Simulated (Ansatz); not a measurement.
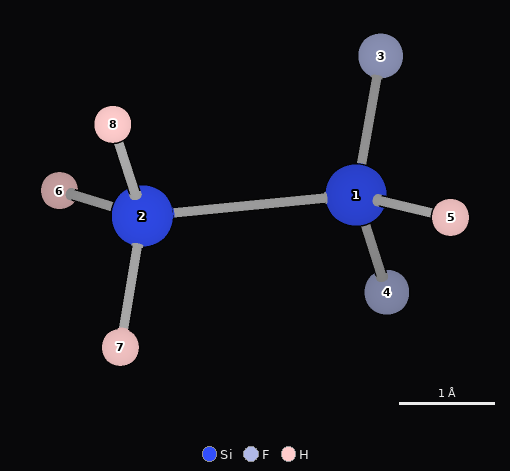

*The starting structure (ball-and-stick view, seen at a tilt; atoms are numbered from 1 in the order of the input).*

Bond lengths as drawn: F–Si 1.59 Å, H–Si 1.48 to 1.49 Å and Si–Si 2.34 Å.

Geometry relaxation, with input and output: Si$_{2}$H$_{4}$F$_{2}$

System: Si$_{2}$H$_{4}$F$_{2}$.
Method: RKS PBE0-D4/def2-TZVP (Ansatz 0.2.0).

Figures and captions count atoms from 1; the log counts them from 0 in places.

**Log**
```
Functional definition: PBE0
  name "PBE0"
  cite "Adamo & Barone, J. Chem. Phys. 110, 6158 (1999) doi:10.1063/1.478522"
  cite "Perdew, Burke & Ernzerhof, Phys. Rev. Lett. 77, 3865 (1996) doi:10.1103/PhysRevLett.77.3865"
  parent pbe
  parameter a = 0.25
  parameter kappa = 0.804
  parameter beta = 0.06672455060314922
  exchange = (1 - a)*pbe_x(kappa = kappa, mu = beta*pi^2/3) + a*exact_x
  correlation = pbe_c(beta = beta)
1024 factors; their error is unknown
mean field evaluation 1: about -21245.9939 eV, gradient 4.2e1 eV
mean field evaluation 2: about -21242.8799 eV, gradient 6.5e1 eV
mean field evaluation 4: about -21248.4244 eV, gradient 8.4e-1 eV
mean field evaluation 8: about -21248.5161 eV, gradient 1.4e-1 eV
mean field evaluation 16: about -21248.5162 eV, gradient 1.6e-5 eV
mean field -21248.51615079 eV, -780.8685657799 hartree, gradient 1.6e-5 eV, S^2 0.000000; 0 other end points of the search recorded, 0 dependent functions left out
the calculation of the forces begins
reference -21248.51618183 eV, -780.8685669207 hartree; 25, 25 occupied and 135, 135 virtual orbitals, 1024 factors
relax step   1: F+E_penalty+E_count = -21248.64367323 eV  Δ(F+E_penalty+E_count) = +0.000e0 eV  max|allowed force component| = 4.172e-2 eV/Å  Δτ_max = 0.0000 Å  (25 SCF iters, accepted)
these checks for a lower state are left out or cut short: starts, cluster_reference, orbital_swaps, neighbouring_geometries, increment
1024 factors; their error is unknown
mean field -21248.51622275 eV, -780.8685684245 hartree, gradient 2.1e-5 eV, S^2 0.000000; 0 other end points of the search recorded, 0 dependent functions left out
the calculation of the forces begins
reference -21248.51625379 eV, -780.8685695651 hartree; 25, 25 occupied and 135, 135 virtual orbitals, 1024 factors
relax step   2: F+E_penalty+E_count = -21248.64374896 eV  Δ(F+E_penalty+E_count) = -7.573e-5 eV  max|allowed force component| = 2.394e-2 eV/Å  Δτ_max = 0.0054 Å  (28 SCF iters, accepted)
these checks for a lower state are left out or cut short: starts, cluster_reference, orbital_swaps, neighbouring_geometries, increment
1024 factors; their error is unknown
mean field -21248.51625708 eV, -780.8685696859 hartree, gradient 2.2e-5 eV, S^2 0.000000; 0 other end points of the search recorded, 0 dependent functions left out
the calculation of the forces begins
reference -21248.51628811 eV, -780.8685708265 hartree; 25, 25 occupied and 135, 135 virtual orbitals, 1024 factors
relax step   3: F+E_penalty+E_count = -21248.64379037 eV  Δ(F+E_penalty+E_count) = -4.141e-5 eV  max|allowed force component| = 1.302e-2 eV/Å  Δτ_max = 0.0058 Å  (22 SCF iters, accepted)
these checks for a lower state are left out or cut short: starts, cluster_reference, orbital_swaps, neighbouring_geometries, increment
1024 factors; their error is unknown
mean field evaluation 32: about -21248.5163 eV, gradient 3.8e-5 eV
mean field -21248.51626387 eV, -780.8685699355 hartree, gradient 8.7e-5 eV, S^2 0.000000; 0 other end points of the search recorded, 0 dependent functions left out
the calculation of the forces begins
reference -21248.51629490 eV, -780.8685710760 hartree; 25, 25 occupied and 135, 135 virtual orbitals, 1024 factors
relax step   4: F+E_penalty+E_count = -21248.64379678 eV  Δ(F+E_penalty+E_count) = -6.407e-6 eV  max|allowed force component| = 2.768e-3 eV/Å  Δτ_max = 0.0016 Å  (18 SCF iters, accepted)
```

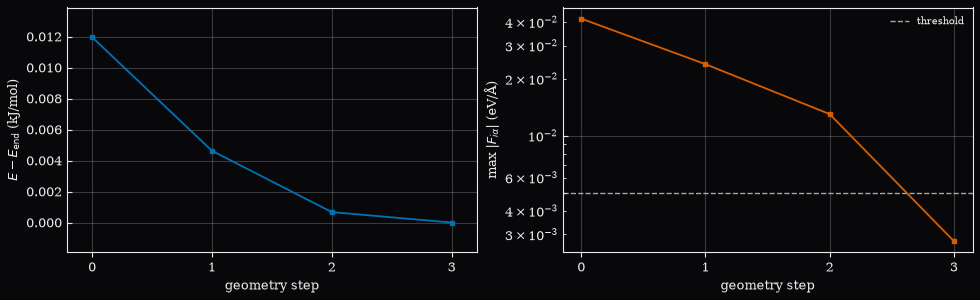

*Progress of the relaxation, step by step (the first geometry is step 0 here and step 1 in the log).*

The largest move after the best rigid fit is that of H8, 0.010 Å. By element the largest moves are H 0.010 Å, F 0.007 Å, Si 0.003 Å. The energy falls by 0.01 kJ/mol in 3 geometry steps. Largest force component: 0.042 eV/Å at the start, 0.0028 eV/Å at the end. (Atoms are counted from 1 in the order of the input.)

```
1024 factors; their error is unknown
mean field -21248.51626387 eV, -780.8685699355 hartree, gradient 8.7e-5 eV, S^2 0.000000; 1 other end points of the search recorded, 0 dependent functions left out
the calculation of the forces begins
reference -21248.51629490 eV, -780.8685710760 hartree; 25, 25 occupied and 135, 135 virtual orbitals, 1024 factors
Total energy: -21248.64382782 eV, -780.8732578241 hartree
Atom 0 at    -0.867875     0.658157    -0.497250 Å, force     0.000570    -0.002768    -0.000105 eV/Å
Atom 1 at     0.557965    -1.177039    -0.788470 Å, force    -0.001090     0.001490     0.000025 eV/Å
Atom 2 at    -1.741913     0.449425     0.818476 Å, force     0.000237     0.000371     0.000784 eV/Å
Atom 3 at    -1.882937     0.743248    -1.722416 Å, force     0.000046     0.000448    -0.000666 eV/Å
Atom 4 at    -0.206264     1.978967    -0.381172 Å, force    -0.000193     0.001132    -0.000094 eV/Å
Atom 5 at    -0.237451    -2.427811    -0.883844 Å, force     0.000278    -0.000041    -0.000011 eV/Å
Atom 6 at     1.345811    -0.986408    -2.034417 Å, force     0.000202    -0.000187     0.000158 eV/Å
Atom 7 at     1.485963    -1.258791     0.369798 Å, force    -0.000051    -0.000447    -0.000091 eV/Å
Dipole moment:     0.342019    -0.056506    -0.025528 e Å
```

**Trajectory as extended XYZ (Å, eV, eV/Å), 4 frames, from step=1 to step=4**
```
8
Properties=species:S:1:pos:R:3:forces:R:3 step=1 energy=-21248.64367
Si   -0.8660    0.6592   -0.4947   -0.0417  -0.0151   0.0086
Si    0.5594   -1.1766   -0.7859   -0.0062  -0.0013  -0.0109
F    -1.7487    0.4513    0.8164    0.0281   0.0043  -0.0157
F    -1.8770    0.7391   -1.7241    0.0085   0.0026  -0.0004
H    -0.2090    1.9819   -0.3798    0.0061   0.0039   0.0058
H    -0.2393   -2.4254   -0.8817    0.0007   0.0021   0.0021
H     1.3406   -0.9850   -2.0361    0.0018   0.0002   0.0029
H     1.4932   -1.2647    0.3666    0.0028   0.0034   0.0077
8
Properties=species:S:1:pos:R:3:forces:R:3 step=2 energy=-21248.64375
Si   -0.8671    0.6581   -0.4970   -0.0239  -0.0001   0.0112
Si    0.5593   -1.1767   -0.7867   -0.0072  -0.0012  -0.0106
F    -1.7453    0.4492    0.8166    0.0144   0.0020  -0.0088
F    -1.8810    0.7425   -1.7235    0.0116  -0.0025   0.0024
H    -0.2072    1.9796   -0.3802    0.0015   0.0023   0.0010
H    -0.2393   -2.4256   -0.8815    0.0033  -0.0015   0.0001
H     1.3431   -0.9854   -2.0352    0.0016  -0.0024   0.0015
H     1.4908   -1.2620    0.3682   -0.0013   0.0035   0.0033
8
Properties=species:S:1:pos:R:3:forces:R:3 step=3 energy=-21248.64379
Si   -0.8674    0.6581   -0.4975   -0.0130   0.0013   0.0026
Si    0.5582   -1.1770   -0.7885   -0.0004  -0.0001  -0.0021
F    -1.7427    0.4483    0.8175    0.0058   0.0009  -0.0023
F    -1.8827    0.7439   -1.7226    0.0069   0.0000   0.0019
H    -0.2062    1.9791   -0.3800   -0.0005  -0.0008  -0.0010
H    -0.2379   -2.4274   -0.8826    0.0010  -0.0004   0.0003
H     1.3453   -0.9874   -2.0351    0.0003  -0.0003   0.0010
H     1.4867   -1.2580    0.3694   -0.0001  -0.0007  -0.0003
8
Properties=species:S:1:pos:R:3:forces:R:3 step=4 energy=-21248.64380
Si   -0.8679    0.6582   -0.4973    0.0006  -0.0028  -0.0001
Si    0.5580   -1.1770   -0.7885   -0.0011   0.0015   0.0000
F    -1.7419    0.4494    0.8185    0.0002   0.0004   0.0008
F    -1.8829    0.7432   -1.7224    0.0000   0.0004  -0.0007
H    -0.2063    1.9790   -0.3812   -0.0002   0.0011  -0.0001
H    -0.2375   -2.4278   -0.8838    0.0003   0.0000   0.0000
H     1.3458   -0.9864   -2.0344    0.0002  -0.0002   0.0002
H     1.4860   -1.2588    0.3698   -0.0001  -0.0004  -0.0001
```

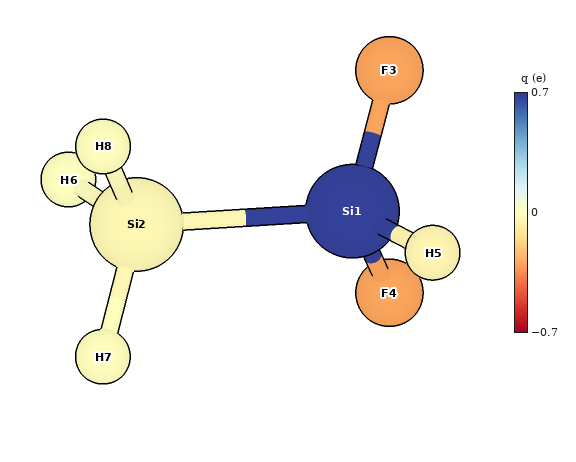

*Mulliken charges, as the colour of each atom (ball-and-stick view, seen at a tilt; atoms are numbered from 1 in the order of the input).*

By element: Si −0.03 to +0.67, F −0.30 and H −0.04 to +0.01 e.

This output came from the following input.

**The input**
```yaml
crystal:
  periodic: [false, false, false]
  atoms:
    - {symbol: Si, position_ang: [-0.866003, 0.659176, -0.494691]}
    - {symbol: Si, position_ang: [0.559443, -1.176635, -0.785925]}
    - {symbol: F, position_ang: [-1.748698, 0.451311, 0.816390]}
    - {symbol: F, position_ang: [-1.876968, 0.739055, -1.724065]}
    - {symbol: H, position_ang: [-0.208994, 1.981947, -0.379798]}
    - {symbol: H, position_ang: [-0.239308, -2.425430, -0.881685]}
    - {symbol: H, position_ang: [1.340645, -0.985005, -2.036072]}
    - {symbol: H, position_ang: [1.493181, -1.264671, 0.366551]}
basis:
  gaussian: {orbitals: def2-TZVP}
hamiltonian: {xc: pbe0, dispersion: d4}
relax: {f_tol: 0.005, max_steps: 200}
```

Launched with:
```bash
ansatz run in.yaml --threads 4 --pin off --events-out ev --progress --plain --max-ram 9574MiB
```

**Summary**

```csv
quantity,value
outcome,converged
total energy,−21248.6438 eV
mean-field energy,−21248.5163 eV
dispersion energy,−0.1275 eV
SCF solution under orbital rotations,stable
largest force (length of the vector) at the end,0.003 eV/Å
dipole moment,1.67 D
hardware,"4 threads of Arm Neoverse V1, 23 GiB of memory available, shared host"
wall time,8 s (CPU time 29 s)
peak memory,0.48 GiB
```
